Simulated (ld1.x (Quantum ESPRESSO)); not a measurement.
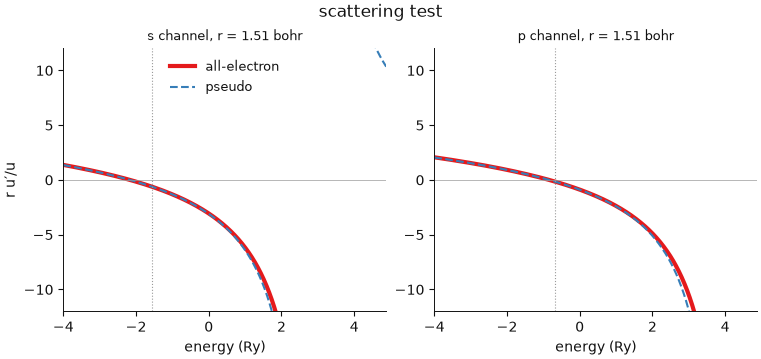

Logarithmic derivatives r u′/u at the test radius against energy, all-electron atom (solid) and pseudo-atom (dashed). Here u = r R(r). The dotted line marks the reference energy of the channel.

Ld1.x (Quantum ESPRESSO) 7.5 input:

```
 &input
   title='Cl', zed=17., rel=1, dft='PBE', iswitch=3,
   config='[Ne] 3s1 3p6'
 /
 &inputp
   pseudotype=2, tm=.true., lloc=0,
   nlcc=.true., new_core_ps=.true., rcore=0.90
 /
2
3P  2  1   6.00   0.00  1.20  1.20  0.0
3S  1  0   1.00   0.00  1.35  1.35  0.0
 &test
   configts(1)='3s1 3p6'
 /
```

Q: Where do the curves cross zero?

A: s: all-electron -2.2 Ry, pseudo -2.2 Ry; p: all-electron -0.8 Ry, pseudo -0.8 Ry.

Q: Does the potential have spurious states?

A: The plot shows none: pseudo and all-electron curves have the same branches in all channels drawn. The separate test gives: no ghost state below the valence levels in the p, s, d, f channels.
